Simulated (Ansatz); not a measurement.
**Molecular dynamics of Si2H6 (part 4 of 4)**

Continued. System: Si2H6. Method: RKS PBE/def2-SVP (Ansatz 0.2.0). It belongs to a series of runs on one base structure; here: dynamics from the highest image of the converged band.

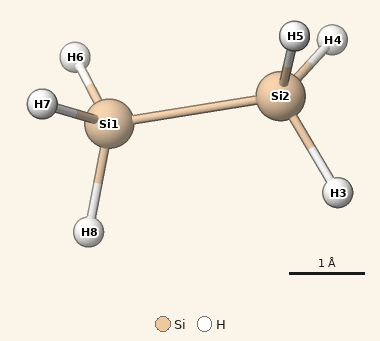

Fig. 1: The geometry at step 166 of the log (ball-and-stick view, seen at a tilt; atoms are numbered from 1 in the order of the input).

Trajectory as extended XYZ, continued
```
8
Properties=species:S:1:pos:R:3:forces:R:3 step=128 time_fs=64.0 energy=-15838.74057 temperature=20.0
Si    0.3595    0.0073   -0.0328    0.1747  -0.3997   0.0313
Si    1.0116   -0.0030    2.2079    0.4419  -0.5690   0.0066
H     0.1072   -0.8287    3.0921    0.0540   0.1025  -0.0336
H     2.4053   -0.6282    2.1924   -0.2965   0.1191   0.1869
H     1.1273    1.3846    2.7189   -0.0036   0.3298   0.2168
H     1.5501   -0.4444   -0.8254    0.1043   0.0925  -0.1261
H    -0.0143    1.3898   -0.4350   -0.2453   0.1746  -0.2150
H    -0.6902   -1.0376   -0.2786   -0.2295   0.1502  -0.0668
8
Properties=species:S:1:pos:R:3:forces:R:3 step=132 time_fs=66.0 energy=-15838.73716 temperature=15.7
Si    0.3595    0.0075   -0.0349    0.1903  -0.4144   0.1353
Si    1.0114   -0.0031    2.2086    0.4799  -0.6233   0.0155
H     0.1064   -0.8254    3.0995    0.0692   0.1247  -0.0640
H     2.4067   -0.6346    2.1987   -0.3483   0.1437   0.1780
H     1.1339    1.3839    2.7179   -0.0031   0.3443   0.2218
H     1.5541   -0.4395   -0.8228    0.0965   0.0916  -0.1472
H    -0.0219    1.3901   -0.4240   -0.2517   0.1906  -0.2401
H    -0.6882   -1.0421   -0.2635   -0.2328   0.1428  -0.0993
8
Properties=species:S:1:pos:R:3:forces:R:3 step=136 time_fs=68.0 energy=-15838.75330 temperature=36.3
Si    0.3597    0.0072   -0.0370    0.1501  -0.2656   0.1192
Si    1.0118   -0.0040    2.2093    0.3921  -0.2916   0.0860
H     0.1080   -0.8175    3.1045    0.0253   0.0978  -0.0481
H     2.3954   -0.6358    2.2117   -0.1986   0.0800   0.1569
H     1.1403    1.3956    2.7250   -0.0258   0.1102   0.1230
H     1.5616   -0.4310   -0.8256    0.0231   0.0999  -0.1253
H    -0.0389    1.3971   -0.4221   -0.1852   0.0203  -0.1938
H    -0.6950   -1.0411   -0.2522   -0.1811   0.1490  -0.1179
8
Properties=species:S:1:pos:R:3:forces:R:3 step=140 time_fs=70.0 energy=-15838.76525 temperature=51.7
Si    0.3602    0.0064   -0.0388    0.0706  -0.0560   0.0412
Si    1.0128   -0.0053    2.2102    0.2119   0.1969   0.1599
H     0.1105   -0.8059    3.1078   -0.0580   0.0377  -0.0019
H     2.3768   -0.6341    2.2307    0.0817  -0.0428   0.1296
H     1.1457    1.4113    2.7367   -0.0549  -0.1880  -0.0106
H     1.5700   -0.4187   -0.8331   -0.0769   0.1044  -0.0817
H    -0.0629    1.4047   -0.4274   -0.0802  -0.2064  -0.1126
H    -0.7086   -1.0344   -0.2453   -0.0943   0.1542  -0.1239
8
Properties=species:S:1:pos:R:3:forces:R:3 step=143 time_fs=71.5 energy=-15838.76674 temperature=53.7
Si    0.3606    0.0058   -0.0402    0.0019   0.0704  -0.0136
Si    1.0138   -0.0061    2.2109    0.0755   0.4854   0.1927
H     0.1111   -0.7961    3.1101   -0.1198  -0.0083   0.0296
H     2.3644   -0.6336    2.2482    0.2787  -0.1308   0.1079
H     1.1484    1.4190    2.7455   -0.0685  -0.3360  -0.0880
H     1.5745   -0.4068   -0.8409   -0.1375   0.0959  -0.0529
H    -0.0832    1.4057   -0.4344   -0.0052  -0.3202  -0.0543
H    -0.7214   -1.0255   -0.2432   -0.0252   0.1436  -0.1214
8
Properties=species:S:1:pos:R:3:forces:R:3 step=147 time_fs=73.5 energy=-15838.77327 temperature=62.2
Si    0.3611    0.0051   -0.0420   -0.0803   0.1461  -0.0419
Si    1.0151   -0.0066    2.2122    0.0008   0.5893   0.2096
H     0.1078   -0.7835    3.1142   -0.1627  -0.0424   0.0348
H     2.3572   -0.6374    2.2752    0.3674  -0.1720   0.0746
H     1.1498    1.4182    2.7542   -0.0669  -0.3542  -0.1271
H     1.5759   -0.3879   -0.8531   -0.1679   0.0631  -0.0373
H    -0.1102    1.3965   -0.4455    0.0605  -0.3263  -0.0020
H    -0.7391   -1.0090   -0.2445    0.0492   0.0964  -0.1106
8
Properties=species:S:1:pos:R:3:forces:R:3 step=151 time_fs=75.5 energy=-15838.78865 temperature=81.9
Si    0.3615    0.0046   -0.0438   -0.1332   0.1094  -0.0060
Si    1.0165   -0.0063    2.2138    0.0859   0.3279   0.2123
H     0.0984   -0.7723    3.1195   -0.1402  -0.0333  -0.0158
H     2.3633   -0.6475    2.3049    0.2004  -0.0980   0.0279
H     1.1487    1.4045    2.7584   -0.0419  -0.1645  -0.0865
H     1.5711   -0.3667   -0.8668   -0.1332   0.0099  -0.0522
H    -0.1350    1.3753   -0.4567    0.0726  -0.1615   0.0132
H    -0.7550   -0.9889   -0.2500    0.0896   0.0101  -0.0928
8
Properties=species:S:1:pos:R:3:forces:R:3 step=155 time_fs=77.5 energy=-15838.79136 temperature=85.3
Si    0.3618    0.0042   -0.0457   -0.1510   0.0040   0.0685
Si    1.0180   -0.0056    2.2156    0.2305  -0.1408   0.2059
H     0.0839   -0.7624    3.1240   -0.0713   0.0028  -0.0991
H     2.3767   -0.6611    2.3357   -0.0902   0.0342  -0.0312
H     1.1461    1.3848    2.7593   -0.0029   0.1463   0.0056
H     1.5613   -0.3451   -0.8825   -0.0569  -0.0497  -0.0834
H    -0.1573    1.3482   -0.4675    0.0426   0.1011   0.0027
H    -0.7676   -0.9685   -0.2590    0.0992  -0.0980  -0.0691
8
Properties=species:S:1:pos:R:3:forces:R:3 step=158 time_fs=79.0 energy=-15838.78055 temperature=71.5
Si    0.3618    0.0039   -0.0471   -0.1520  -0.0642   0.1122
Si    1.0193   -0.0052    2.2172    0.3004  -0.4465   0.1998
H     0.0710   -0.7549    3.1251   -0.0161   0.0285  -0.1552
H     2.3851   -0.6708    2.3581   -0.2709   0.1175  -0.0741
H     1.1439    1.3730    2.7600    0.0238   0.3486   0.0671
H     1.5523   -0.3300   -0.8963   -0.0004  -0.0870  -0.0999
H    -0.1728    1.3299   -0.4755    0.0176   0.2774  -0.0023
H    -0.7745   -0.9554   -0.2676    0.0976  -0.1743  -0.0477
8
Properties=species:S:1:pos:R:3:forces:R:3 step=162 time_fs=81.0 energy=-15838.76876 temperature=56.4
Si    0.3617    0.0034   -0.0487   -0.1640  -0.0639   0.0986
Si    1.0214   -0.0052    2.2195    0.2938  -0.5660   0.2058
H     0.0534   -0.7440    3.1213    0.0280   0.0401  -0.1896
H     2.3872   -0.6796    2.3855   -0.3611   0.1589  -0.1137
H     1.1419    1.3691    2.7631    0.0397   0.4176   0.0766
H     1.5405   -0.3129   -0.9180    0.0377  -0.1142  -0.0890
H    -0.1928    1.3148   -0.4862    0.0233   0.3698   0.0259
H    -0.7805   -0.9440   -0.2805    0.1026  -0.2424  -0.0146
8
Properties=species:S:1:pos:R:3:forces:R:3 step=166 time_fs=83.0 energy=-15838.77282 temperature=61.5
Si    0.3614    0.0029   -0.0503   -0.2028   0.0540  -0.0144
Si    1.0239   -0.0059    2.2221    0.1643  -0.2942   0.2172
H     0.0367   -0.7316    3.1104    0.0206   0.0179  -0.1640
H     2.3760   -0.6827    2.4085   -0.2485   0.1032  -0.1206
H     1.1413    1.3802    2.7688    0.0303   0.2203  -0.0110
H     1.5299   -0.3001   -0.9430    0.0203  -0.1121  -0.0316
H    -0.2118    1.3134   -0.4957    0.0892   0.2650   0.1014
H    -0.7825   -0.9417   -0.2940    0.1267  -0.2541   0.0231
8
Properties=species:S:1:pos:R:3:forces:R:3 step=170 time_fs=85.0 energy=-15838.77620 temperature=65.8
Si    0.3608    0.0025   -0.0518   -0.2460   0.2067  -0.1710
Si    1.0266   -0.0070    2.2250   -0.0639   0.1838   0.1825
H     0.0207   -0.7187    3.0934   -0.0281  -0.0276  -0.0920
H     2.3559   -0.6821    2.4271    0.0173  -0.0295  -0.0928
H     1.1418    1.3995    2.7740    0.0109  -0.0876  -0.1313
H     1.5199   -0.2914   -0.9691   -0.0274  -0.0889   0.0531
H    -0.2273    1.3217   -0.5013    0.1763   0.0574   0.1900
H    -0.7796   -0.9489   -0.3065    0.1609  -0.2142   0.0616
8
Properties=species:S:1:pos:R:3:forces:R:3 step=174 time_fs=87.0 energy=-15838.77024 temperature=58.2
Si    0.3598    0.0023   -0.0536   -0.2543   0.2922  -0.2813
Si    1.0292   -0.0078    2.2282   -0.2987   0.5764   0.0786
H     0.0036   -0.7067    3.0729   -0.0793  -0.0711  -0.0099
H     2.3364   -0.6826    2.4422    0.2868  -0.1683  -0.0486
H     1.1427    1.4157    2.7744   -0.0005  -0.3083  -0.2052
H     1.5090   -0.2862   -0.9932   -0.0600  -0.0587   0.1274
H    -0.2361    1.3324   -0.4997    0.2254  -0.1153   0.2442
H    -0.7706   -0.9643   -0.3168    0.1806  -0.1469   0.0947
8
Properties=species:S:1:pos:R:3:forces:R:3 step=177 time_fs=88.5 energy=-15838.77022 temperature=58.3
Si    0.3589    0.0024   -0.0552   -0.2216   0.2786  -0.2932
Si    1.0309   -0.0079    2.2306   -0.3932   0.6692  -0.0246
H    -0.0111   -0.6995    3.0570   -0.0900  -0.0852   0.0343
H     2.3282   -0.6869    2.4521    0.3707  -0.2152  -0.0256
H     1.1435    1.4207    2.7697    0.0017  -0.3480  -0.2045
H     1.4994   -0.2838   -1.0083   -0.0536  -0.0381   0.1566
H    -0.2373    1.3379   -0.4925    0.2140  -0.1660   0.2451
H    -0.7594   -0.9797   -0.3221    0.1720  -0.0952   0.1120
8
Properties=species:S:1:pos:R:3:forces:R:3 step=181 time_fs=90.5 energy=-15838.78313 temperature=74.8
Si    0.3573    0.0029   -0.0577   -0.1220   0.1544  -0.2000
Si    1.0327   -0.0074    2.2338   -0.3570   0.4531  -0.1631
H    -0.0335   -0.6926    3.0371   -0.0459  -0.0678   0.0547
H     2.3293   -0.6995    2.4645    0.2497  -0.1579  -0.0272
H     1.1446    1.4162    2.7568    0.0201  -0.2160  -0.1270
H     1.4850   -0.2819   -1.0232    0.0022  -0.0172   0.1494
H    -0.2319    1.3400   -0.4750    0.1305  -0.1089   0.1919
H    -0.7388   -1.0032   -0.3255    0.1223  -0.0397   0.1215
8
Properties=species:S:1:pos:R:3:forces:R:3 step=185 time_fs=92.5 energy=-15838.79092 temperature=84.8
Si    0.3557    0.0036   -0.0604    0.0261  -0.0498  -0.0143
Si    1.0341   -0.0062    2.2368   -0.2152  -0.0339  -0.2948
H    -0.0576   -0.6882    3.0192    0.0490  -0.0188   0.0431
H     2.3393   -0.7179    2.4758   -0.0346  -0.0093  -0.0551
H     1.1465    1.4040    2.7393    0.0505   0.0653   0.0083
H     1.4708   -0.2806   -1.0325    0.0918  -0.0011   0.1009
H    -0.2217    1.3383   -0.4502   -0.0058   0.0503   0.0966
H    -0.7137   -1.0283   -0.3243    0.0382  -0.0029   0.1153
8
Properties=species:S:1:pos:R:3:forces:R:3 step=189 time_fs=94.5 energy=-15838.77924 temperature=69.8
Si    0.3540    0.0042   -0.0631    0.1840  -0.2384   0.1868
Si    1.0351   -0.0051    2.2394   -0.1014  -0.4929  -0.4135
H    -0.0797   -0.6844    3.0029    0.1448   0.0348   0.0314
H     2.3482   -0.7367    2.4850   -0.2831   0.1286  -0.0783
H     1.1504    1.3941    2.7221    0.0781   0.3254   0.1332
H     1.4601   -0.2793   -1.0379    0.1712   0.0181   0.0443
H    -0.2117    1.3384   -0.4217   -0.1377   0.2000  -0.0004
H    -0.6871   -1.0536   -0.3187   -0.0557   0.0245   0.0966
8
Properties=species:S:1:pos:R:3:forces:R:3 step=192 time_fs=96.0 energy=-15838.76901 temperature=56.7
Si    0.3530    0.0045   -0.0650    0.2799  -0.3016   0.2982
Si    1.0358   -0.0046    2.2410   -0.0761  -0.6281  -0.4786
H    -0.0929   -0.6809    2.9915    0.1859   0.0613   0.0392
H     2.3484   -0.7479    2.4899   -0.3613   0.1776  -0.0787
H     1.1552    1.3942    2.7122    0.0853   0.3795   0.1740
H     1.4562   -0.2780   -1.0408    0.1963   0.0389   0.0193
H    -0.2073    1.3431   -0.4001   -0.1950   0.2245  -0.0508
H    -0.6684   -1.0720   -0.3121   -0.1150   0.0478   0.0774
8
Properties=species:S:1:pos:R:3:forces:R:3 step=196 time_fs=98.0 energy=-15838.76681 temperature=53.8
Si    0.3519    0.0045   -0.0672    0.3563  -0.2465   0.3672
Si    1.0366   -0.0048    2.2425   -0.1292  -0.4355  -0.5293
H    -0.1044   -0.6742    2.9778    0.1779   0.0667   0.0794
H     2.3369   -0.7571    2.4940   -0.2862   0.1457  -0.0508
H     1.1643    1.4063    2.7046    0.0700   0.2064   0.1403
H     1.4574   -0.2747   -1.0439    0.1673   0.0750   0.0246
H    -0.2080    1.3565   -0.3731   -0.1939   0.0978  -0.0799
H    -0.6473   -1.0948   -0.3007   -0.1623   0.0903   0.0484
8
Properties=species:S:1:pos:R:3:forces:R:3 step=200 time_fs=100.0 energy=-15838.76494 temperature=51.3
Si    0.3513    0.0042   -0.0689    0.3810  -0.0967   0.3751
Si    1.0373   -0.0055    2.2433   -0.2633   0.0310  -0.5682
H    -0.1092   -0.6650    2.9672    0.1061   0.0417   0.1429
H     2.3150   -0.7610    2.4963   -0.0437   0.0168   0.0030
H     1.1761    1.4259    2.7023    0.0365  -0.1116   0.0526
H     1.4648   -0.2686   -1.0459    0.0843   0.1109   0.0621
H    -0.2159    1.3732   -0.3490   -0.1317  -0.1341  -0.0846
H    -0.6324   -1.1140   -0.2874   -0.1692   0.1420   0.0172
```

The run was set up as follows.

The input
```yaml
crystal:
  periodic: [false, false, false]
  atoms:
    - { symbol: Si, position_ang: [0.359351, 0.003171, -0.048115] }
    - { symbol: Si, position_ang: [1.024135, -0.004833, 2.221205] }
    - { symbol: H, position_ang: [0.10476, -0.873153, 3.036126] }
    - { symbol: H, position_ang: [2.426712, -0.532756, 2.363438] }
    - { symbol: H, position_ang: [0.98321, 1.390555, 2.786006] }
    - { symbol: H, position_ang: [1.472884, -0.488396, -0.93256] }
    - { symbol: H, position_ang: [-0.013581, 1.396096, -0.482947] }
    - { symbol: H, position_ang: [-0.835272, -0.890684, -0.249257] }
basis:
  gaussian: { orbitals: def2-SVP }
hamiltonian:
  xc: pbe
md:
  timestep: 0.5
  n_steps: 200
  ensemble: nve
  temperature: 100.0
  initial_velocities: maxwell_boltzmann
  seed: 7139
```

Command:
```bash
ansatz run input.yaml --threads 1 --pin off --max-ram 2048MiB --backend cpu --events-out ev --progress --plain --runs-dir out
```

Summary

- outcome: finished
- mean temperature over the second half: 57 K
- trajectory: 200 steps, 100 fs
- ensemble: nve
- temperature in the input: 100.0 K
- time step: 0.5 fs
- potential energy (last step): −15838.7650 eV
- mean-field energy (last step): −15838.7650 eV
- largest force (length of the vector) (last step): 0.627 eV/Å
- hardware: 1 thread of AMD EPYC (Zen 3), 192 GiB of memory available, shared host
- wall time: 3.7 min
- peak memory: 0.12 GiB

So short a trajectory is not equilibrated.
